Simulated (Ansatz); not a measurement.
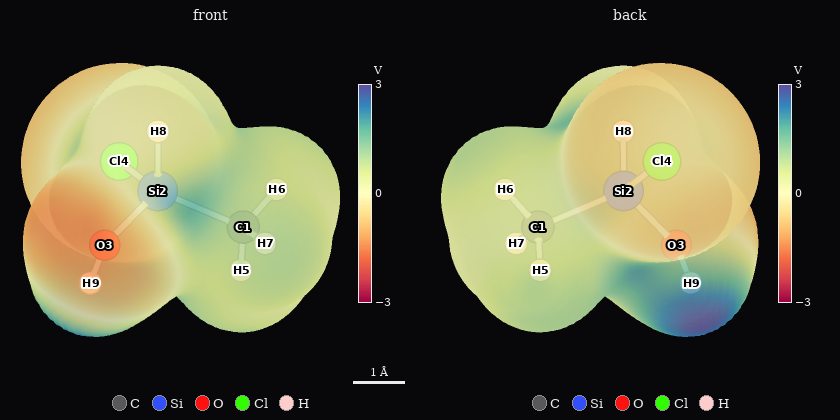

CH5ClOSi (SMILES C[SiH](O)Cl). The electrostatic potential painted on the density surface at 0.002 e/bohr³, seen from the front and from behind; the colour scale runs from red (negative) to blue (positive).

All numbers below come from Ansatz 0.2.0, RHF/cc-pVDZ.

The calculation's input:

```
crystal:
  periodic: [false, false, false]
  atoms:
    - { symbol: C, position_ang: [-0.6502, 0.8728, -0.3866] }
    - { symbol: Si, position_ang: [-0.0064, -0.6402, 0.2975] }
    - { symbol: O, position_ang: [0.36474, -1.74093, -0.84225] }
    - { symbol: Cl, position_ang: [-1.50236, -1.59948, 1.34684] }
    - { symbol: H, position_ang: [-1.5792, 0.7119, -1.0322] }
    - { symbol: H, position_ang: [-1.0008, 1.6222, 0.3956] }
    - { symbol: H, position_ang: [0.0593, 1.4405, -1.0209] }
    - { symbol: H, position_ang: [1.14039, -0.44494, 1.14497] }
    - { symbol: H, position_ang: [-0.32861, -2.35162, -1.14796] }
basis:
  gaussian: { orbitals: cc-pVDZ }
hamiltonian:
  xc: hf
relax:
  f_tol: 0.015
  max_steps: 40
output:
  orbitals: {}
```

Launched as:

```sh
ansatz run input.yaml --threads 1 --pin off --max-ram 2048MiB --backend cpu --events-out ev --progress --plain --runs-dir out
```

The fields are those of the relaxed geometry.

Where is the surface potential most negative and most positive?

Answer. The most negative region (about −1.5 V) lies over O3, the most positive (about +2.9 V) over H9. O3 is the likeliest acceptor of a hydrogen bond.
